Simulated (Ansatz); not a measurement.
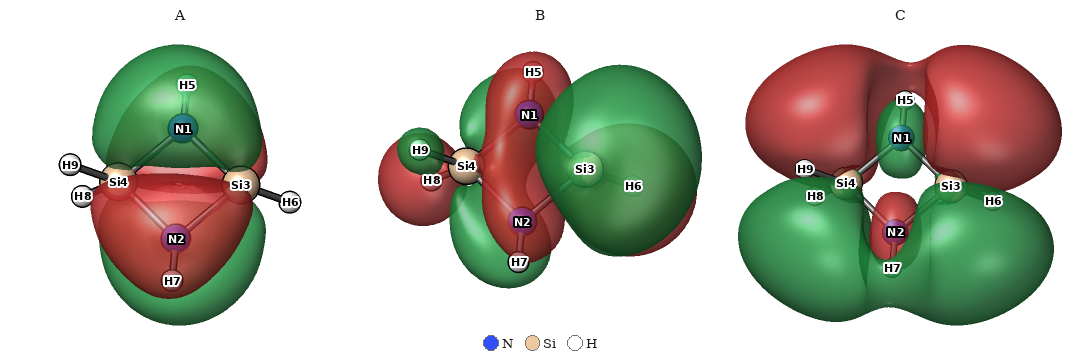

*H₅N₂Si₂ (doublet). Three frontier orbitals at ±0.04 Å⁻³ᐟ² (green and red are the two phases), in no order.*

Geometry: B3LYP-D3(BJ)/def2-SVP.

Level of theory: isolated molecule in a Gaussian basis; Kohn-Sham density functional theory, functional PBE0 in Ansatz.

| atom | x (Å) | y (Å) | z (Å) |
| --- | --- | --- | --- |
| N | -2.9844 | 1.5410 | 2.9335 |
| N | -0.6909 | 1.3107 | 2.2660 |
| Si | -1.4591 | 1.8349 | 3.7668 |
| Si | -2.2142 | 0.9723 | 1.4668 |
| H | -3.9405 | 1.7714 | 3.1665 |
| H | -1.2319 | 3.2905 | 4.1333 |
| H | 0.2515 | 0.9917 | 2.0851 |
| H | -2.5076 | 1.7915 | 0.2509 |
| H | -2.4421 | -0.4582 | 1.0992 |

**Which picture is the HOMO−1, the HOMO and the LUMO? All are α orbitals.**

A is the HOMO−1 (α) (−7.51 eV). It lies mainly on N1 (about 40 %) and N2 (about 40 %); largely a combination of lone pairs on N1 and N2. B is the HOMO (α) (−5.49 eV). It lies mainly on Si3 (about 60 %), H6 (about 10 %), N2 (about 10 %) and N1 (about 10 %). C is the LUMO (α) (−0.68 eV). It lies mainly on Si3 (about 35 %) and Si4 (about 30 %).

**What is the gap between the highest occupied and lowest empty α orbitals?**

4.81 eV between the orbital energies.
